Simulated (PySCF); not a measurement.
Consider C$_{4}$H$_{7}$BF$_{3}$S (SMILES [BH3-]SC(=C)CC(F)(F)F) (charge −1).

```xyz
16

B     2.1291   -0.6851   -1.4006
S     1.6101    1.0856   -0.7100
C    -0.0088    0.9723   -0.0693
C    -0.6646    2.0534    0.3683
C    -0.6533   -0.3972   -0.0518
C    -1.3078   -0.7517    1.2572
F    -0.5637   -0.5052    2.3425
F    -2.4925   -0.1366    1.4769
F    -1.6108   -2.0759    1.3226
H     1.3324   -0.9948   -2.2485
H     3.2207   -0.4957   -1.8529
H     2.1593   -1.4579   -0.4742
H    -0.1917    3.0178    0.3456
H    -1.6667    2.0057    0.7600
H     0.1167   -1.1479   -0.2444
H    -1.4159   -0.4779   -0.8328
```

Geometry: GFN2-xTB.

Level of theory: PBE0/pcSseg-1, SCF density, gas phase, non-relativistic (PySCF).

> What can the converged electron density and electron localisation function tell about the bonding?

C–C (1.34 Å): ρ at the midpoint is about 2.3 e/Å³; the ELF peaks at about 0.90 between the atoms (a multiple bond).
C–S (1.74 Å): the density is about 1.4 e/Å³ at the midpoint; the ELF peaks at about 0.90 between the atoms, as expected for localised, covalent bonding.
B–S (1.97 Å): the density is about 0.9 e/Å³ at the midpoint, with its minimum of 0.69 e/Å³ about 0.6 Å from B; the ELF peaks at about 0.95 between the atoms, as expected for a shared electron pair.
C–H (1.07 Å): ρ at the midpoint is about 2 e/Å³; the ELF climbs to about 1 towards the hydrogen, as it does in any bond to H (an ordinary covalent bond to hydrogen).

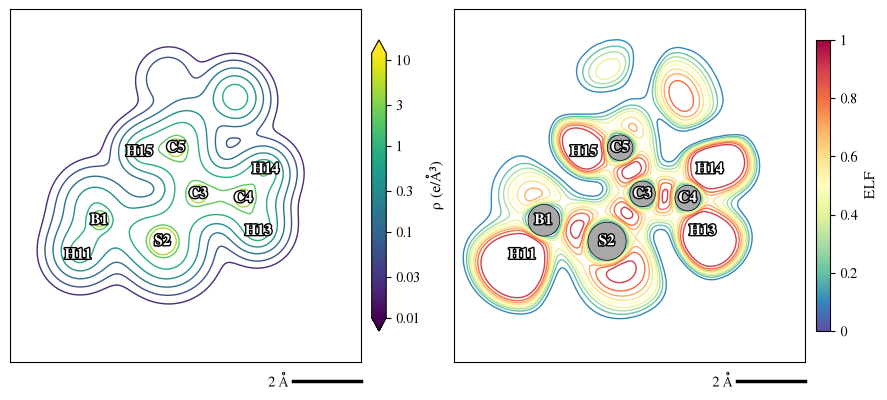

Computed electron density and electron localisation function on the plane of atoms S2, C3 and C4, in this order. Grey discs cover the atomic cores in the ELF map. 
